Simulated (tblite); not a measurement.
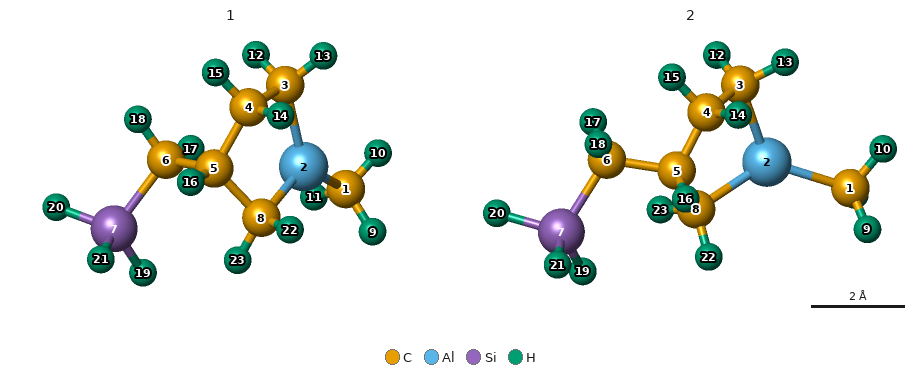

Two geometries of C6H15AlSi, drawn at one scale. One is the start of a relaxation, the other its converged end. Style: ball-and-stick. Shown at a tilt.

Method: GFN2-xTB geometry optimisation, gas phase in tblite. 

Which of the two is the end point?

Answer. Structure 1 is the relaxed one. Over 207 geometry steps the energy falls by 137.5 kJ/mol. H23 moves most after the best rigid fit: 2.19 Å. Largest moves by element: H 2.19 Å, C 1.33 Å, Si 0.82 Å, Al 0.60 Å. Among the contacts that change: C4–C5 1.428 → 1.545 Å, C3–C4 1.455 → 1.544 Å, C5–C8 1.480 → 1.539 Å, C3–H13 1.144 → 1.095 Å. Bond angles that change, for instance: Al2–C8–H23 104.3° → 120.2°, Al2–C3–H13 105.4° → 119.2°, C4–C3–H12 120.5° → 109.6°. Groups turn about C5–C8 by about 60°, C6–Si7 by about 50°, C4–C5 by about 45°. Cost: 3.8 s on 1 thread of Arm Neoverse N1, on a shared host.
